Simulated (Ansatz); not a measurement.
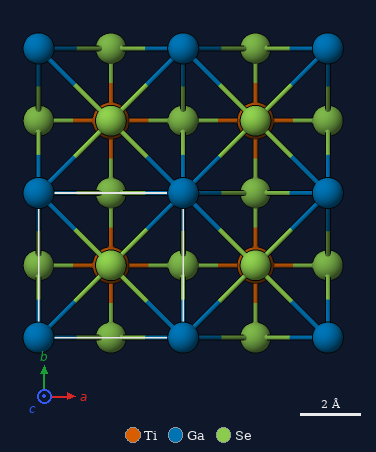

This is the input geometry for a relaxation of a crystal of TiGaSe$_{3}$ (a generated structure, set up in Pm-3m) (coarse preliminary run). A ball-and-stick model of the cell of the calculation, repeated 2 × 2 × 1 with one cell outlined, seen along the c axis.

The calculation used Ansatz 0.2.0, DFT PBE, scalar-relativistic, plane waves, PAW.

The input:
```yaml
crystal:
  lattice:
    - [4.83943713, 0.0, 0.0]
    - [0.0, 4.83943713, 0.0]
    - [0.0, 0.0, 4.83943713]
  atoms:
    - { symbol: Ti, position: [0.5, 0.5, 0.5], spin: 1.0 }
    - { symbol: Ga, position: [0.0, 0.0, 0.0] }
    - { symbol: Se, position: [0.0, 0.5, 0.5] }
    - { symbol: Se, position: [0.5, 0.0, 0.5] }
    - { symbol: Se, position: [0.5, 0.5, 0.0] }
basis:
  ecutwfc: 420
kpoints:
  mp_grid: { grid: [4, 4, 4] }
hamiltonian:
  xc: pbe
scf:
  occupations: { method: gaussian, width: 0.1 }
  lower_state_search: "off"
output:
  forces: true
  stress: true
  eigenvalues: true
  populations: true
magnetization:
  spin_polarized: true
relax:
  adjacent_minimum: "off"
  f_tol: 0.04
  max_steps: 70
  cell: { stress_tol: 0.4 }
```

Command:
```bash
ansatz run input.yaml --threads 1 --pin off --max-ram 2560MiB --backend cpu --events-out ev --progress --plain --runs-dir out
```

Q: Where does the relaxation end?

A: After 1 accepted move (2 points after the start) the energy has fallen by 0.248 eV per cell of the calculation. All forces vanish by symmetry, so only the cell relaxes. Pressure: 7.14 GPa at the start and 0.26 GPa at the end. At 1 point the geometry stayed and the basis and grid were re-selected for the new cell (energy shift of 0.9 meV per cell of the calculation at most each time). The atoms keep their places relative to the cell (all moves are under 0.005 Å). The drawn cell changes as follows: a = b = c 4.839 → 4.999 Å (+3.3 %); the volume changes by +10.2 %. Near-neighbour distances that change, for instance: Ga2–Se3 3.422 → 3.535 Å, Ti1–Se3 2.420 → 2.500 Å. The space group stays Pm-3m (No. 221). The program noted that the starting moments weren't kept. Cost: 18 s on 1 thread of Intel(R) Xeon(R) Gold 6455B (Sapphire Rapids), on a shared host, peak memory 0.51 GiB.

Step by step:

```tsv
step	E − E(0), meV/atom	pressure, GPa	volume, Å³/atom	note
0	0.00	7.14	22.668	
1	-49.46	0.26	24.991	
2	-49.65	0.26	24.991	same geometry, new basis
```

Final geometry:

```
CELL_PARAMETERS angstrom
4.99940 0.00000 0.00000
0.00000 4.99940 0.00000
0.00000 0.00000 4.99940
ATOMIC_POSITIONS crystal
Ti 0.50000 0.50000 0.50000
Ga 0.00000 0.00000 0.00000
Se 0.00000 0.50000 0.50000
Se 0.50000 0.00000 0.50000
Se 0.50000 0.50000 0.00000
```

After the run, drawn alike:

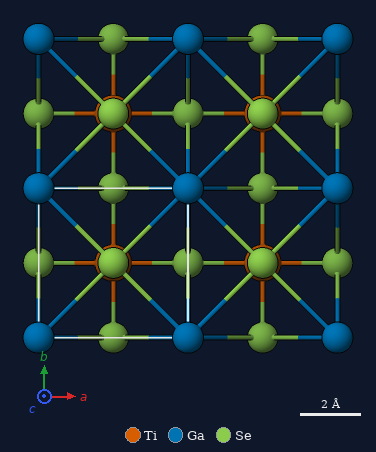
